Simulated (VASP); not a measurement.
Band structure of ZrS₂ (space group P-3m1). Method: modified Becke-Johnson potential (mBJ), VASP's PBE PAW potentials (set 64) (plane waves; VASP).

mBJ is a potential without an energy functional, so only the levels count. Without a dispersion term in the relaxation, distances and binding between the weakly bound layers, chains or molecules are unreliable, and so is what depends on them.

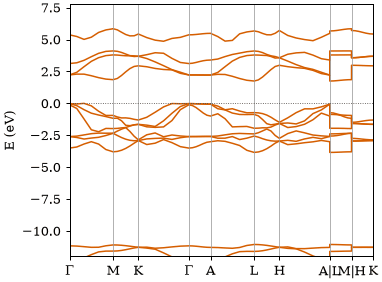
Fig. 1. Bands along high-symmetry lines, zero at the valence-band maximum or, without a gap, the Fermi level

**Question.** Read the plot: is there a gap, and where are the band edges?

**Answer.** The gap is indirect, 1.75 eV, from the valence maximum at (0.17, 0.00, 0.00) to the conduction minimum at L.

The structure comes from a computed database's ZrS2 entry (P-3m1); how it stands against other phases isn't given here. It was relaxed first, which changed the volume by +6 %. The cell's shape comes from a PBE relaxation.
